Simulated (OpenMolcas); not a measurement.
## Run report: AlH3Cl (charge −1), excited-state calculation (part 2 of 3)

Continued. System: AlH3Cl, charge −1, SMILES [H][Al-]([H])([H])[Cl]. Method: CASSCF/ANO-S-VDZ (OpenMolcas 26.06). The geometry comes from this level: GFN2-xTB.

Geometry of the input (Å):
```
Al 0.0000  0.0000  0.0000
Cl 0.0000  0.0000  2.0962
H  1.5383  0.0000  -0.4709
H  -0.7633  1.3333  -0.4742
H  -0.7680  -1.3294  -0.4800
```

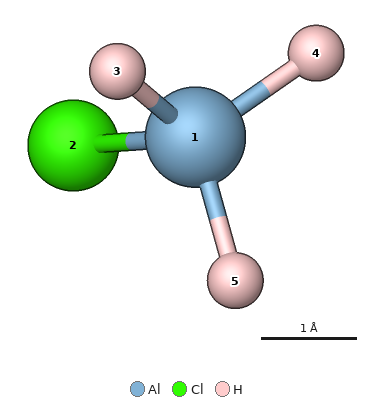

The structure (ball-and-stick view, seen at a tilt; atoms are numbered from 1 in the order of the input). Sticks mark near contacts.

### Log, continued
```
      ************************************************************************************************************************
      *                                                    Final results                                                     *
      ************************************************************************************************************************

++    Final optimization conditions:
      ------------------------------

      Average CI energy                            -702.80891594
      RASSCF energy for state  3                   -702.45291596
      Super-CI energy                                -0.00000000
      RASSCF energy change                           -0.00000000
      Max change in MO coefficients              -2.303E-04
      Max non-diagonal density matrix element    -2.122E-04
      Maximum BLB matrix element                  6.451E-06
      (orbital pair  13,  19 in symmetry   1)
      Norm of electronic gradient            5.186E-02
--

      Final state energy(ies):
      ------------------------

::    RASSCF root number  1 Total energy:   -703.14291476
::    RASSCF root number  2 Total energy:   -702.83091711
::    RASSCF root number  3 Total energy:   -702.45291596
      Von Neumann Entropy (Root   1) =  0.00170

      Mulliken population analysis for root number:  1
      -----------------------------------------------

++    Molecular charges:
      ------------------

      Mulliken charges per centre
      ---------------------------

                AL1     CL2     H3      H4      H5
      Total   12.5227 17.6948  1.2470  1.2919  1.2436

      N-E      0.4773 -0.6948 -0.2470 -0.2919 -0.2436

      Total electronic charge=   34.000000

      Total            charge=   -1.000000
--

      Expectation values of various properties for root number:  1
      -----------------------------------------------------------

++    Molecular properties:
      ---------------------

      Charge (e):
                      =   -1.0000
      Dipole Moment (debye):
      Origin of the operator (angstrom)=    0.0001    0.0001    1.1061
                   X=  8.9851E-02               Y= -2.2144E-01               Z=  1.9303E+00           Total=  1.9450E+00
      Center of Charge (angstrom)
                     X=   -0.01859706               Y=    0.04616363               Z=    0.70417768
      Quadrupole Moment (debye*angstrom):
      Origin of the operator (angstrom)=    0.0001    0.0001    1.1061
                  XX= -4.0337E+01              XY=  1.0227E-01              XZ= -1.4384E-01              YY= -4.0451E+01
                  YZ=  3.0475E-01              ZZ= -4.5981E+01
      In traceless form (debye*angstrom)
                  XX=  2.8788E+00              XY=  1.5341E-01              XZ= -2.1575E-01              YY=  2.7083E+00
                  YZ=  4.5713E-01              ZZ= -5.5871E+00
--

      LoProp population analysis for root number:  1
      -----------------------------------------------

++    LoProp analysis:
      ----------------

++    Static properties:
      ------------------

      LoProp Charges per center

                   AL1      CL2      H3       H4       H5
      Nuclear     13.0000  17.0000   1.0000   1.0000   1.0000
      Electronic -12.8601 -17.5104  -1.1995  -1.2331  -1.1968

      Total        0.1399  -0.5104  -0.1995  -0.2331  -0.1968
--

      Natural Bond Order analysis for root number:  1

++    Natural Bond Order analysis
      ---------------------------
      Based on LoProp computed density
      -------------------------------------------------------------------------------------
      Atom A       Atom B       Bond Order
      -------------------------------------------------------------------------------------
      NBO located      0.991 non-bonded electrons on atom AL1
      NBO located      1.000 non-bonded electrons on atom AL1
      NBO located      0.998 non-bonded electrons on atom AL1
      NBO located      0.998 non-bonded electrons on atom AL1
      NBO located      0.998 non-bonded electrons on atom AL1
      NBO located      0.971 non-bonded electrons on atom CL2
      NBO located      0.985 non-bonded electrons on atom CL2
      NBO located      0.999 non-bonded electrons on atom CL2
      NBO located      1.000 non-bonded electrons on atom CL2
      NBO located      1.000 non-bonded electrons on atom CL2
      NBO located      1.000 non-bonded electrons on atom CL2
      NBO located      1.000 non-bonded electrons on atom CL2
      The remaining    6.189 electrons are to be considered as diffuse
--

--

      Von Neumann Entropy (Root   2) =  0.99992

      Mulliken population analysis for root number:  2
      -----------------------------------------------

++    Molecular charges:
      ------------------

      Mulliken charges per centre
      ---------------------------

                AL1     CL2     H3      H4      H5
      Total   13.3163 17.2575  1.1694  1.0837  1.1730

      N-E     -0.3163 -0.2575 -0.1694 -0.0837 -0.1730

      Total electronic charge=   34.000000

      Total            charge=   -1.000000
--

      Expectation values of various properties for root number:  2
      -----------------------------------------------------------

++    Molecular properties:
      ---------------------

      Charge (e):
                      =   -1.0000
      Dipole Moment (debye):
      Origin of the operator (angstrom)=    0.0001    0.0001    1.1061
                   X= -3.2752E-01               Y=  6.3133E-01               Z=  4.3866E+00           Total=  4.4439E+00
      Center of Charge (angstrom)
                     X=    0.06829750               Y=   -0.13137893               Z=    0.19278604
      Quadrupole Moment (debye*angstrom):
      Origin of the operator (angstrom)=    0.0001    0.0001    1.1061
                  XX= -4.1959E+01              XY= -1.4984E+00              XZ=  5.5617E-01              YY= -4.0358E+01
                  YZ= -1.0428E+00              ZZ= -5.4750E+01
      In traceless form (debye*angstrom)
                  XX=  5.5947E+00              XY= -2.2475E+00              XZ=  8.3425E-01              YY=  7.9962E+00
                  YZ= -1.5641E+00              ZZ= -1.3591E+01
--

      LoProp population analysis for root number:  2
      -----------------------------------------------

++    LoProp analysis:
      ----------------

++    Static properties:
      ------------------

      LoProp Charges per center

                   AL1      CL2      H3       H4       H5
      Nuclear     13.0000  17.0000   1.0000   1.0000   1.0000
      Electronic -13.5699 -17.1402  -1.1259  -1.0342  -1.1298

      Total       -0.5699  -0.1402  -0.1259  -0.0342  -0.1298
--

      Natural Bond Order analysis for root number:  2

++    Natural Bond Order analysis
      ---------------------------
      Based on LoProp computed density
      -------------------------------------------------------------------------------------
      Atom A       Atom B       Bond Order
      -------------------------------------------------------------------------------------
      NBO located      0.990 non-bonded electrons on atom AL1
      NBO located      1.000 non-bonded electrons on atom AL1
      NBO located      0.996 non-bonded electrons on atom AL1
      NBO located      0.998 non-bonded electrons on atom AL1
      NBO located      0.999 non-bonded electrons on atom AL1
      NBO located      0.991 non-bonded electrons on atom CL2
      NBO located      1.000 non-bonded electrons on atom CL2
      NBO located      1.000 non-bonded electrons on atom CL2
      NBO located      1.000 non-bonded electrons on atom CL2
      NBO located      1.000 non-bonded electrons on atom CL2
      The remaining    7.493 electrons are to be considered as diffuse
--

--

      Von Neumann Entropy (Root   3) =  0.00169

      Mulliken population analysis for root number:  3
      -----------------------------------------------

++    Molecular charges:
      ------------------

      Mulliken charges per centre
      ---------------------------

                AL1     CL2     H3      H4      H5
      Total   14.1112 16.8196  1.0914  0.8758  1.1020

      N-E     -1.1112  0.1804 -0.0914  0.1242 -0.1020

      Total electronic charge=   34.000000

      Total            charge=   -1.000000
--

      Expectation values of various properties for root number:  3
      -----------------------------------------------------------

++    Molecular properties:
      ---------------------

      Charge (e):
                      =   -1.0000
      Dipole Moment (debye):
      Origin of the operator (angstrom)=    0.0001    0.0001    1.1061
                   X= -7.5615E-01               Y=  1.5032E+00               Z=  6.8621E+00           Total=  7.0654E+00
      Center of Charge (angstrom)
                     X=    0.15753609               Y=   -0.31290643               Z=   -0.32260288
      Quadrupole Moment (debye*angstrom):
      Origin of the operator (angstrom)=    0.0001    0.0001    1.1061
                  XX= -4.3581E+01              XY= -3.0936E+00              XZ=  1.2803E+00              YY= -4.0272E+01
                  YZ= -2.4315E+00              ZZ= -6.3555E+01
      In traceless form (debye*angstrom)
                  XX=  8.3321E+00              XY= -4.6403E+00              XZ=  1.9205E+00              YY=  1.3297E+01
                  YZ= -3.6472E+00              ZZ= -2.1629E+01
--

      LoProp population analysis for root number:  3
      -----------------------------------------------

++    LoProp analysis:
      ----------------

++    Static properties:
      ------------------

      LoProp Charges per center

                   AL1      CL2      H3       H4       H5
      Nuclear     13.0000  17.0000   1.0000   1.0000   1.0000
      Electronic -14.2809 -16.7693  -1.0517  -0.8357  -1.0624

      Total       -1.2809   0.2307  -0.0517   0.1643  -0.0624
--

      Natural Bond Order analysis for root number:  3

++    Natural Bond Order analysis
      ---------------------------
      Based on LoProp computed density
      -------------------------------------------------------------------------------------
      Atom A       Atom B       Bond Order
      -------------------------------------------------------------------------------------
      NBO located      0.989 non-bonded electrons on atom AL1
      NBO located      1.000 non-bonded electrons on atom AL1
      NBO located      0.995 non-bonded electrons on atom AL1
      NBO located      0.998 non-bonded electrons on atom AL1
      NBO located      0.999 non-bonded electrons on atom AL1
      NBO located      0.983 non-bonded electrons on atom CL2
      NBO located      0.999 non-bonded electrons on atom CL2
      NBO located      0.999 non-bonded electrons on atom CL2
      NBO located      1.000 non-bonded electrons on atom CL2
      NBO located      1.000 non-bonded electrons on atom CL2
      The remaining    6.841 electrons are to be considered as diffuse
--

--

      Average orbitals are written to the RASORB file
      Natural orbitals for root   1 are written to the RASORB.1 file
      Natural orbitals for root   2 are written to the RASORB.2 file
      Natural orbitals for root   3 are written to the RASORB.3 file
      Spin density orbitals for root   1 are written to the SPDORB.1 file
      Spin density orbitals for root   2 are written to the SPDORB.2 file
      Spin density orbitals for root   3 are written to the SPDORB.3 file

--- Stop Module: rasscf /rc=_RC_ALL_IS_WELL_ ---
           step2.RasOrb.3 step2.rasscf.h5 step2.SpdOrb.1 step2.SpdOrb.2 step2.SpdOrb.3 xmldump
--- Module rasscf spent 2 seconds ---

>>> COPY step2.RunFile RUNFIL1

>>> COPY step2.RasOrb INPORB

--- Start Module: gateway ---

                                              &GATEWAY

                       available to each process: 1.9 GB of memory, 1 thread

++    Symmetry information:
      ---------------------

                    Character Table for C1

                             E
                    a        1  x, y, xy, Rz, z, xz, Ry, yz, Rx, I
--

++    Basis set information:
      ----------------------

      Basis set label: AL.ANO-S...4S3P.

      Electronic valence basis set:
      ------------------
      Associated Effective Charge  13.000000 au
      Associated Actual Charge     13.000000 au
      Nuclear Model: Point charge

      Shell  nPrim  nBasis  Cartesian Spherical Contaminant
         s      13       4        X
         p      10       3        X

      Basis set label: CL.ANO-S...4S3P.

      Electronic valence basis set:
      ------------------
      Associated Effective Charge  17.000000 au
      Associated Actual Charge     17.000000 au
      Nuclear Model: Point charge

      Shell  nPrim  nBasis  Cartesian Spherical Contaminant
         s      13       4        X
         p      10       3        X

      Basis set label: H.ANO-S...2S.

      Electronic valence basis set:
      ------------------
      Associated Effective Charge   1.000000 au
      Associated Actual Charge      1.000000 au
      Nuclear Model: Point charge

      Shell  nPrim  nBasis  Cartesian Spherical Contaminant
         s       7       2        X
--

++    Molecular structure info:
      -------------------------

                    ************************************************
                    **** Cartesian Coordinates / bohr, angstrom ****
                    ************************************************

     Center  Label                x              y              z                     x              y              z
        1      AL1              0.000000       0.000000       0.000000              0.000000       0.000000       0.000000
        2      CL2              0.000000       0.000000       3.961183              0.000000       0.000000       2.096168
        3      H3               2.906917       0.000000      -0.889899              1.538274       0.000000      -0.470914
        4      H4              -1.442379       2.519540      -0.896032             -0.763274       1.333283      -0.474160
        5      H5              -1.451217      -2.512206      -0.907006             -0.767951      -1.329402      -0.479967

                    ***************************************
                    *    InterNuclear Distances / bohr    *
                    ***************************************

               1 AL1           2 CL2           3 H3            4 H4            5 H5
    1 AL1      0.000000
    2 CL2      3.961183        0.000000
    3 H3       3.040080        5.655366        0.000000
    4 H4       3.038324        5.658718        5.026380        0.000000
    5 H5       3.039715        5.667140        5.030388        5.031766        0.000000

                    *******************************************
                    *    InterNuclear Distances / angstrom    *
                    *******************************************

               1 AL1           2 CL2           3 H3            4 H4            5 H5
    1 AL1      0.000000
    2 CL2      2.096168        0.000000
    3 H3       1.608741        2.992691        0.000000
    4 H4       1.607812        2.994464        2.659846        0.000000
    5 H5       1.608548        2.998921        2.661967        2.662696        0.000000
--

            Nuclear Potential Energy             78.22943975 au

--- Stop Module: gateway /rc=_RC_ALL_IS_WELL_ ---

--- Start Module: seward ---

                                              &SEWARD

                       available to each process: 1.9 GB of memory, 1 thread

               SEWARD will generate:
                  Multipole Moment integrals up to order  2
                  Kinetic Energy integrals
                  Nuclear Attraction integrals (point charge)
                  One-Electron Hamiltonian integrals
                  Velocity integrals
                  Orbital angular momentum around (  0.0002   0.0001   2.0901 )
                  Velocity quadrupole around (  0.0002   0.0001   2.0901 )
                  RI decomposed two-electron repulsion integrals stored Cholesky style
                   - acCD auxiliary basis
                   - CD Threshold:   1.00E-04

                   Integrals are discarded if absolute value <: 1.00E-14
                   Integral cutoff threshold is set to       <: 1.00E-16

            Nuclear Potential Energy             78.22943975 au

      Basis set specifications :
      Symmetry species         a
      Basis functions           32

--- Stop Module: seward /rc=_RC_ALL_IS_WELL_ ---

>>> COPY step2.RunFile RUNFIL2

--- Start Module: expbas ---

                                              &EXPBAS

                       available to each process: 1.9 GB of memory, 1 thread

 Header on input orbitals file:
* RASSCF average (pseudo-natural) orbitals

 Information from input runfile
           Number of symmetries    1
      Number of basis functions   21

 Information from expanded basis set runfile
           Number of symmetries    1
      Number of basis functions   32
 New orbitals have been built in file EXPORB
--- Stop Module: expbas /rc=_RC_ALL_IS_WELL_ ---

--- Start Module: rasscf ---

                                              &RASSCF

                       available to each process: 1.9 GB of memory, 1 thread

      Header of the ONEINT file:
      --------------------------

      OrdInt status: non-squared
```
